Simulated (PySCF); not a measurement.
**Br4Si, SMILES `Br[Si](Br)(Br)Br`: what the electrons do**

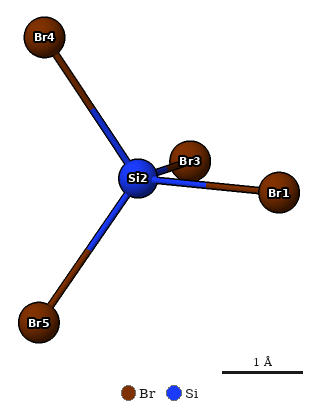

The molecule, with its atoms numbered as below. No frequency check shows the geometry to be a minimum.

Coordinates in Å:

```
Br1     -1.2757    0.0568    1.8031
Si2      0.0004    0.0003    0.0002
Br3     -1.2758   -0.0568   -1.8031
Br4      1.2756   -1.8032    0.0567
Br5      1.2758    1.8031   -0.0568
```

### 1. Bonding charge

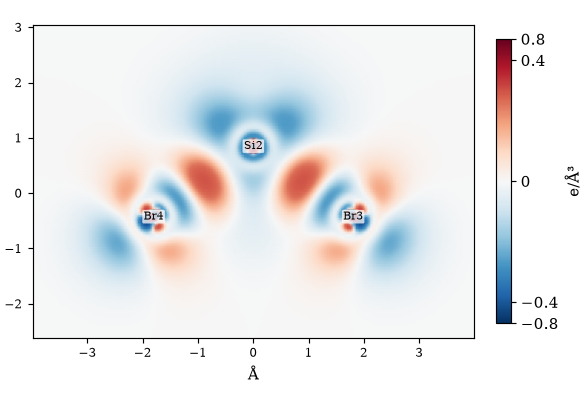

Deformation density (molecule less spherical, spin-averaged free atoms) in the plane of Si2, Br3 and Br4; colour scale in e/Å³, logarithmic beyond ±0.1; red: gain, blue: loss.

Computed with PySCF, BP86/def2-SVP, geometry: GFN2-xTB.

Question: How much density has each bond in this plane gained at its critical point, relative to the free atoms?

Answer: Si2–Br4 and Si2–Br3: +0.07 e/Å³ at the bond critical point (bond length 2.21 Å, Mayer order 1.1). In all, 1.0 electrons gather in the regions of gain relative to the promolecule. A small or negative value marks a very polar bond, one between electron-rich atoms, whose free-atom densities already overlap strongly, a long bond to a heavier atom, or a closed-shell contact such as a hydrogen bond.

Question: Where do the Hirshfeld charges lie?

Answer: The highest Hirshfeld charge is on Si2 (+0.25 e), the lowest on Br1, Br3, Br4 and Br5 (−0.06 e).

| atom | charge (e) |
| --- | --- |
| Br1 | −0.06 |
| Si2 | +0.25 |
| Br3 | −0.06 |
| Br4 | −0.06 |
| Br5 | −0.06 |

### 2. Bond critical points

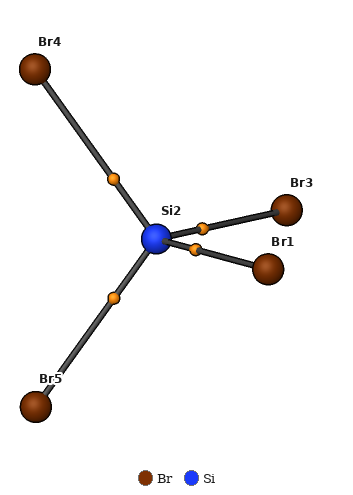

Molecular graph of the electron density (QTAIM): bond paths, bond critical points (orange), ring points (yellow, if any); weak paths are dashed.

Question: How many critical points of each kind are there, and does the count close?

Answer: 5 nuclei, 4 bond, 0 ring and 0 cage critical points: 5 − 4 + 0 − 0 = 1, as the Poincaré–Hopf relation requires.

Question: Give the properties at the bond critical points.

Answer:
```tsv
bond	length (Å)	ρ (a.u.)	∇²ρ (a.u.)	ε	H (a.u.)
Si2–Br5 (4 alike)	2.209	0.090	+0.12	0.00	−0.049
```

Question: What kind of interaction is Si2–Br5?

Answer: Polar or intermediate (positive Laplacian, negative energy density H): ρ = 0.090, ∇²ρ = +0.12, H = −0.049 a.u.

### 3. Local ionisation energy

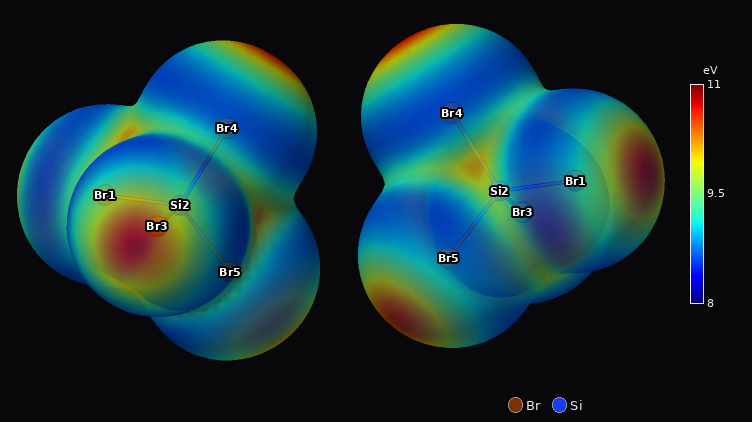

Average local ionisation energy on the surface of electron density 0.001 a.u. (back view left, front view right).

Question: Locate the minima of the map.

Answer: The lowest value is 8.6 eV, 2.2 Å from Br4, and at like points elsewhere. For comparison, the highest occupied orbital lies at −7.4 eV.

### 4. In an electric field

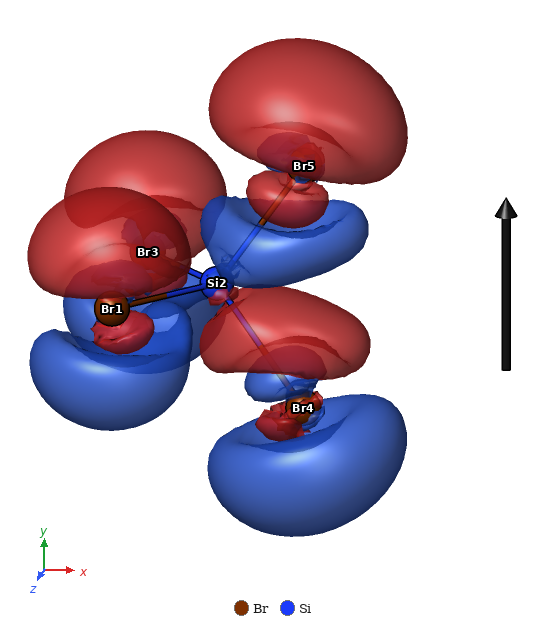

Change of the electron density in a uniform field of 0.26 V/Å along +y (arrow), surfaces at ±0.0015 e/Å³ (blue: gain, red: loss).

PySCF calculation, BP86/def2-SVPD, gas phase; geometry: GFN2-xTB.

The field was applied in both directions; the picture shows the one opposite to the script's first.

Question: How large is the response?

Answer: The induced dipole is 1.45 D (along the field); α along this axis, from the fields in both directions, is 114 bohr³ (17.0 Å³).

### 5. Removing or adding an electron

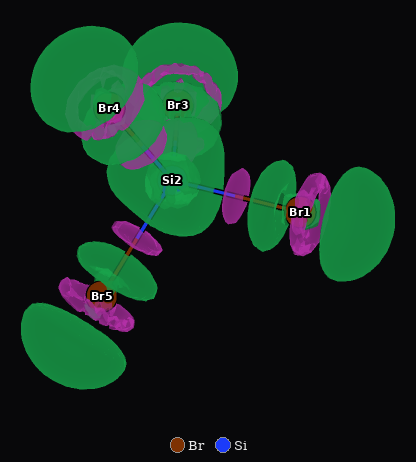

Fukui function f⁺ = ρ(N+1) − ρ(N) at fixed geometry, surfaces at ±0.02 e/Å³ (green positive, purple negative).

PySCF calculation, B3LYP/def2-SVP, gas phase; geometry: GFN2-xTB.

Question: On which atoms does the density change most on addition of an electron?

Answer: f⁺ (Hirshfeld-condensed) is largest on Br1, Br3, Br4 and Br5 (0.22 each) and Si2 (0.13); the vertical electron affinity is −0.15 eV (the stability of the anion's solution wasn't checked; negative, but this basis has no diffuse functions, so it doesn't show that the anion is unbound). Condensed values hint at sites of nucleophilic attack but needn't mark the atom that reacts. Orbital relaxation makes it negative in places (0.13 e in all).

```tsv
atom	f⁺	charge
Br1	+0.22	−0.07
Si2	+0.13	+0.29
Br3	+0.22	−0.07
Br4	+0.22	−0.07
Br5	+0.22	−0.07
```

### 6. Localised orbitals

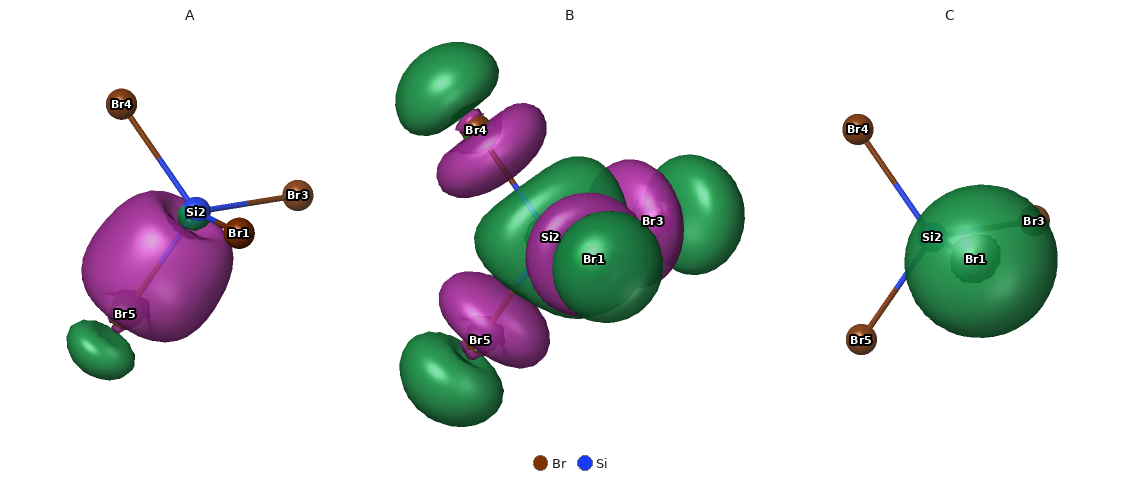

Intrinsic bond orbitals (IBO), occupied and valence-virtual; each surface holds about 85 % of the orbital's density. Energies are diagonal elements of the Fock matrix.

PySCF calculation, TPSS/aug-cc-pVDZ, gas phase; geometry: GFN2-xTB.

Question: Name the orbitals, with their atomic make-up and energies.

Answer: By panel:
- A: σ bond Br5–Si2 (Br5 65 %, Si2 34 %; −14.4 eV)
- B: antibonding multicentre orbital mainly over Si2, Br3, Br4 and Br1 and further atoms (Si2 46 %, Br3 16 %, Br4 12 %; −2.2 eV)
- C: lone pair on Br1 (s-type) (Br1 100 %; −17.3 eV)

Question: Which has the smallest and which the largest spatial spread?

Answer: Smallest: C (0.97 Å); largest: B (2.16 Å).

The PySCF runs shown took 41 s, 2.7 min, 3.5 min and 110 s on 1 thread of AMD EPYC 7571 (shared host).
